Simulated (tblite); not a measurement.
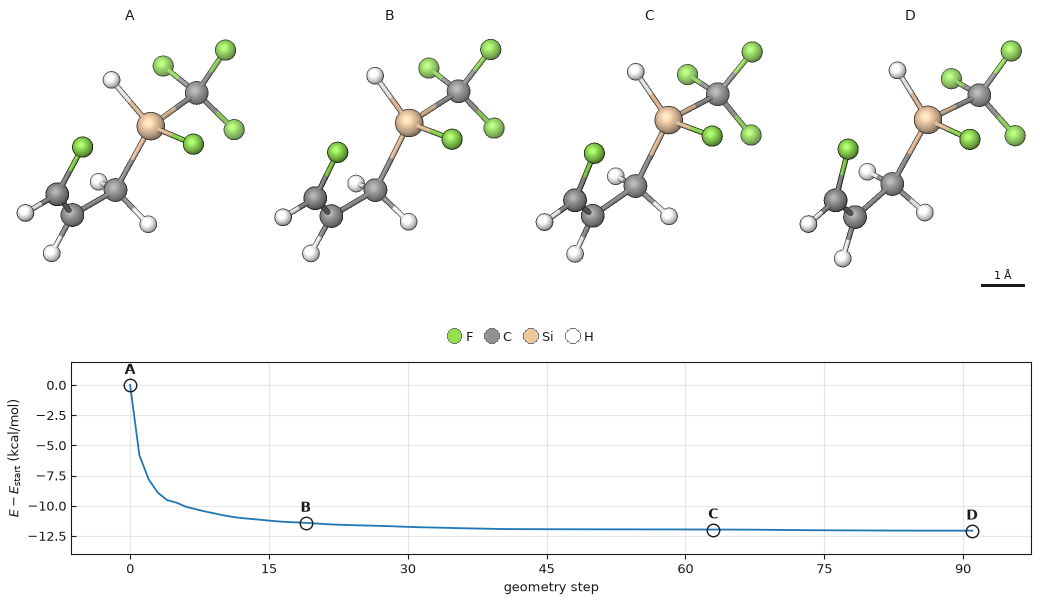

Frames of a relaxation of C₄H₅F₅Si, marked on the history of the run. The picture is a ball-and-stick view, seen from a free direction.

Computed with GFN2-xTB geometry optimisation, gas phase in tblite. 

**Describe the path.**

The largest move after the best rigid fit is that of an F atom, 0.39 Å. Largest moves by element: F 0.39 Å, H 0.38 Å, Si 0.19 Å, C 0.16 Å. Some distances before and after: F–Si 2.540 → 2.734 Å, F–Si 1.673 → 1.605 Å, C–Si 1.888 → 1.952 Å, C–Si 1.841 → 1.898 Å. Among the angles between lasting bonds that change: C–Si–H 113.9° → 123.2°, Si–C–F 105.0° → 113.2°, C–Si–C 111.8° → 103.6°. Over 91 geometry steps the energy falls by 12.1 kcal/mol. The run took 0.55 s on 1 thread of Arm Neoverse V2 (shared host). From step 0 to 19: an F atom moves most (0.22 Å), energy −11.4 kcal/mol. From step 19 to 63: an F atom moves most (0.20 Å), energy −0.55 kcal/mol. From step 63 to 91: an H atom moves most (0.24 Å), energy −0.09 kcal/mol.

```
step  E − E(0), kcal/mol
   0                0.00
   1               -5.80
   2               -7.80
   3               -8.92
   4               -9.52
   5               -9.73
   6              -10.06
   7              -10.26
   8              -10.44
   9              -10.61
  10              -10.77
  14              -11.14
  19              -11.41
  23              -11.57
  27              -11.66
  31              -11.76
  36              -11.85
  40              -11.91
  44              -11.93
  48              -11.94
  53              -11.94
  57              -11.95
  61              -11.96
  65              -11.96
  70              -11.99
  74              -12.02
  78              -12.03
  82              -12.04
  87              -12.05
  91              -12.05
```
